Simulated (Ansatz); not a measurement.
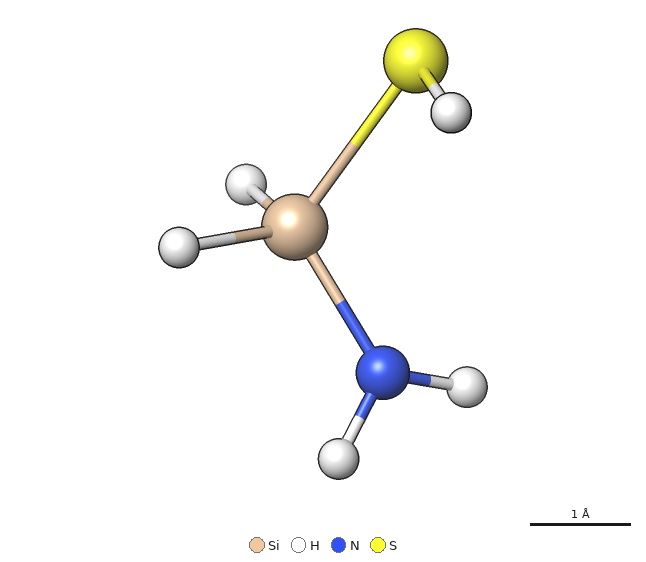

Rendered structure (ball-and-stick style). Every bond is drawn as one stick, whatever its order.

Computed geometry: PBE0-D4/def2-TZVP optimisation.

Describe the molecule.

It has 8 atoms: 5 hydrogen, 1 nitrogen, 1 sulfur and 1 silicon (H₅NSSi). This geometry has C1 symmetry. Coordination, clear cases only: 1 Si tetrahedral; 1 S bent.

The parts below concern this one geometry. Atoms keep their numbers from picture to picture.

**Dipole moment**

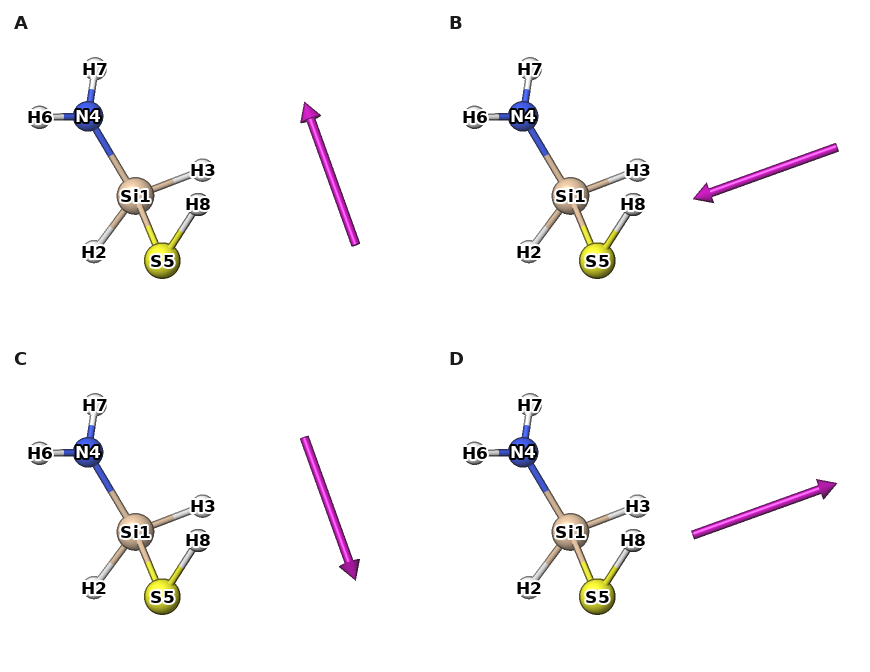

The same molecule four times, each with an arrow. Method: RKS PBE0-D4/def2-TZVP (Ansatz 0.2.0).

Which arrow points along the dipole moment, from the negative to the positive end?

A. The dipole moment is 2.26 D; it points from the side of S5 to the side of H7 (the outermost atoms at the two ends).

**Vibrations**

Harmonic vibrations computed with RKS PBE0-D4/def2-TZVP (Ansatz 0.2.0) at a stationary point of the same level.

List the wavenumbers.

18 modes: 120, 228, 266, 338, 508, 530, 661, 761, 848, 883, 932, 961, 1572, 2207, 2230, 2709, 3617, 3718 cm⁻¹.

**Charges**

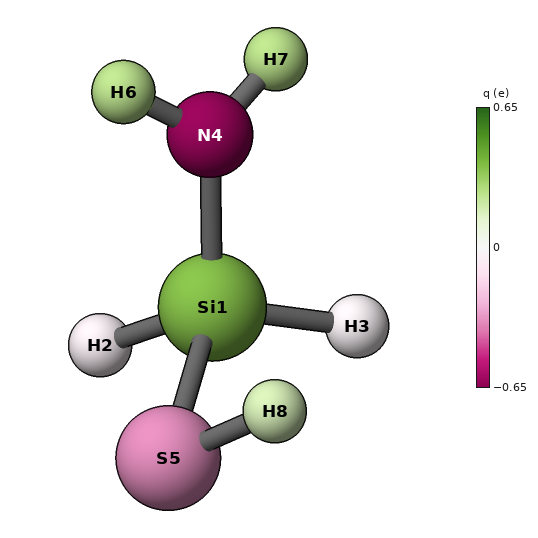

Atoms are coloured by their Mulliken charges. Level of theory: RKS PBE0-D4/def2-TZVP (Ansatz 0.2.0).

Which atom carries the highest charge (most positive or least negative)?

Si1 (0.37 e).

And the lowest?

N4 (−0.62 e).

List the Mulliken charges.

| atom | value (e) |
| --- | --- |
| Si1 | 0.37 |
| H2 | −0.04 |
| H3 | −0.03 |
| N4 | −0.62 |
| S5 | −0.34 |
| H6 | 0.24 |
| H7 | 0.24 |
| H8 | 0.17 |

Mulliken values depend strongly on the basis set and can even reverse the polarity of a bond.
